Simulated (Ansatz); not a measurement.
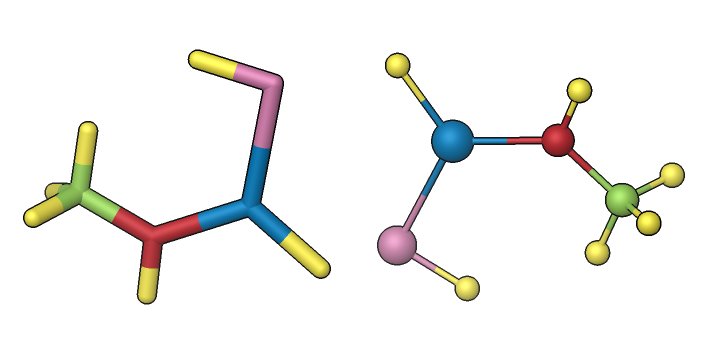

Two views of one molecule. Colours: carbon green, nitrogen red, aluminium blue, sulfur pink, hydrogen yellow.

Computed geometry: PBE0-D4/def2-TZVP optimisation.

> Give the formula.

CH₆AlNS, 10 atoms: 1 carbon, 6 hydrogen, 1 aluminium, 1 nitrogen and 1 sulfur.

> Count the bonded pairs by element.

3 C–H, 1 C–N, 1 Al–N, 1 Al–S, 1 N–H, 1 Al–H, 1 S–H.

> Write the SMILES.

C[NH][AlH][SH]

More results for the same structure follow; atom numbers are the same in all pictures, views and colours differ.

## Levels of theory compared

Program: Ansatz 0.2.0.

Tabulate HOMO–LUMO gap (eV) at these levels: B3LYP-D4/def2-TZVPP; BLYP-D4/def2-TZVPP; CAM-B3LYP-D4/def2-TZVPP; HSE06 (plane-wave form)-D4/def2-TZVPP; PBE-D4/def2-TZVPP; PBE0-D4/def2-QZVPP; PBE0-D4/def2-SVP; PBE0-D4/def2-TZVPP; SPW92 (LDA)/def2-TZVPP; revPBE-D4/def2-TZVPP; ωB97M-V/def2-SVP; ωB97M-V/def2-TZVPP.

```tsv
level	HOMO–LUMO gap (eV)
B3LYP-D4/def2-TZVPP	6.18
BLYP-D4/def2-TZVPP	4.57
CAM-B3LYP-D4/def2-TZVPP	8.91
HSE06 (plane-wave form)-D4/def2-TZVPP	5.83
PBE-D4/def2-TZVPP	4.57
PBE0-D4/def2-QZVPP	6.53
PBE0-D4/def2-SVP	6.68
PBE0-D4/def2-TZVPP	6.60
SPW92 (LDA)/def2-TZVPP	4.50
revPBE-D4/def2-TZVPP	4.61
ωB97M-V/def2-SVP	10.64
ωB97M-V/def2-TZVPP	10.49
```

## Dipole moment

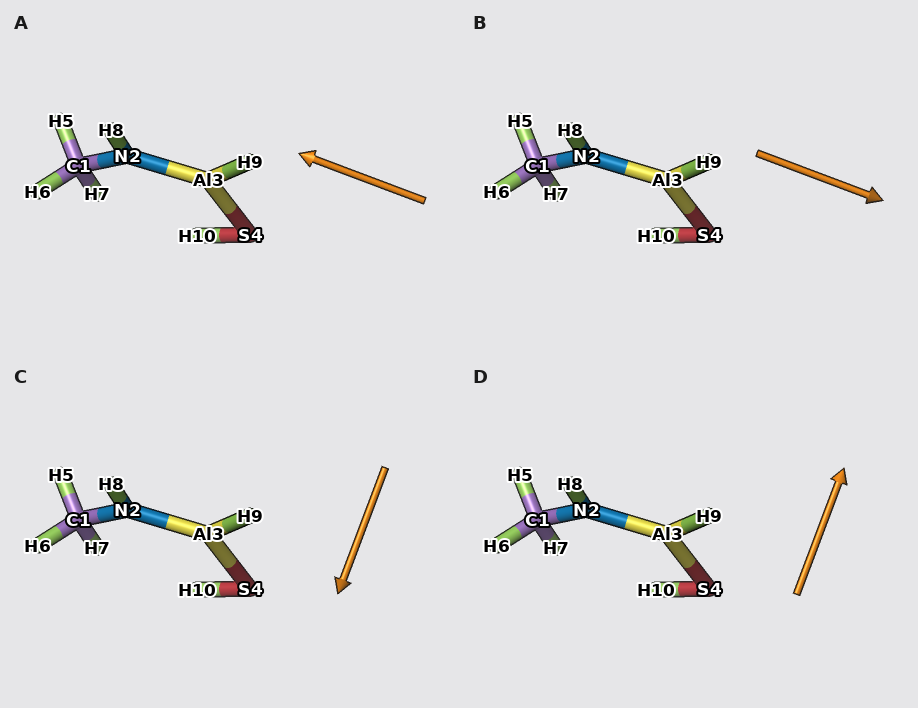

The same molecule four times, each with an arrow. Properties computed with RKS PBE0-D4/def2-TZVP (Ansatz 0.2.0).

> Which arrow points along the dipole moment, from the negative to the positive end?

A. The dipole moment is 2.35 D; it points from the side of S4 to the side of H5, H6 (the outermost atoms at the two ends).

## Charges

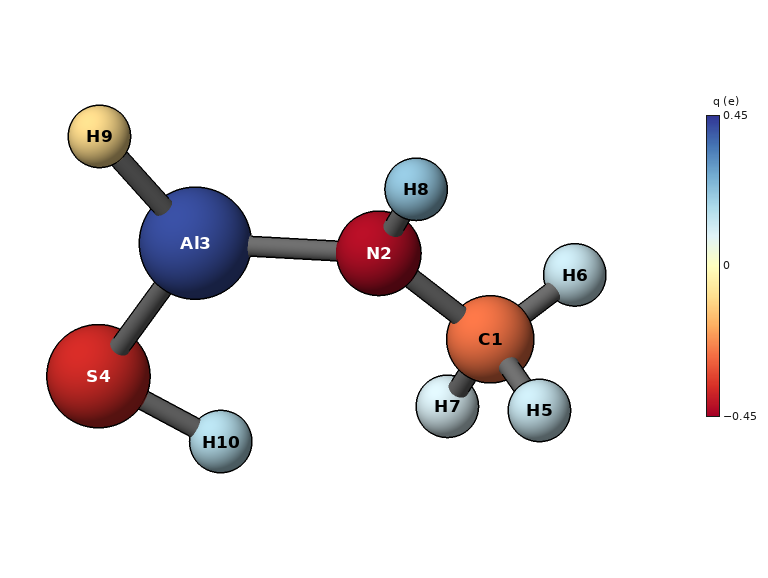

Atoms are coloured by their Mulliken charges. Properties computed with RKS PBE0-D4/def2-TZVP (Ansatz 0.2.0).

Give the Mulliken charges atom by atom.

```tsv
atom	value (e)
C1	−0.26
N2	−0.42
Al3	0.41
S4	−0.37
H5	0.13
H6	0.13
H7	0.10
H8	0.22
H9	−0.10
H10	0.16
```

Mulliken values depend strongly on the basis set and can even reverse the polarity of a bond.
